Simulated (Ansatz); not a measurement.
A relaxed structure of CoSi$_{2}$. Space group Fm-3m (No. 225), AFLOW prototype AB2_cF12_225_a_c (C1, as in CaF2). Calculation: PBE (plane waves to 420 eV, PAW, scalar-relativistic; Ansatz, a first-principles code).

```xyz
3
Lattice="0.0000 2.6801 2.6801 2.6801 0.0000 2.6801 2.6801 2.6801 0.0000" Properties=species:S:1:pos:R:3 pbc="T T T"
Co     0.0000     0.0000     0.0000
Si     1.3401     1.3401     1.3401
Si     4.0202     4.0202     4.0202
```

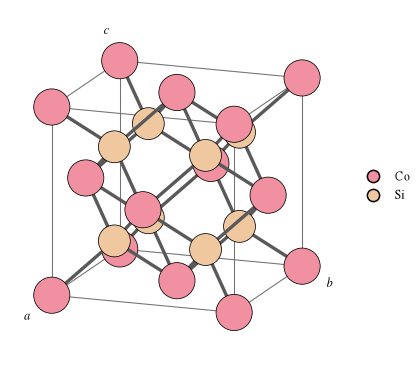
The conventional cell of the relaxed structure

```json
{
  "volume_per_atom": "12.83 Å³",
  "density": "4.96 g/cm³",
  "band_gap": "zero (metallic)",
  "magnetic_moment": "zero (the starting moments vanished)",
  "shortest_distances": "Co–Si 2.32 Å; Si–Si 2.68 Å",
  "k-mesh": "15×15×15"
}
```

Band energies at high-symmetry points (eV from the Fermi level; labels of this space group; no spin-orbit coupling), from −5 eV up to 2.7 eV:

```tsv
point	energies
Γ	-4.06 -4.06 -4.06 -1.88 -1.88 0.75
X	-3.65 -3.65 -1.93 -1.93 -1.90 -1.31 1.61
U	-3.84 -3.41 -2.20 -1.74 -1.20 -0.95 1.99
K	-3.84 -3.41 -2.20 -1.74 -1.20 -0.95 1.99
L	-3.56 -3.56 -2.16 -1.60 -1.60 -0.47 -0.47
W	-2.27 -2.27 -1.93 -1.43 -0.66
```

No spin polarisation in the result: the starting moments vanished. The relaxed primitive cell holds an odd number of electrons. A magnetic state may lie lower.

The run could not lose the symmetry of its start.

All atoms sit on sites fixed by symmetry, so only the cell could relax.
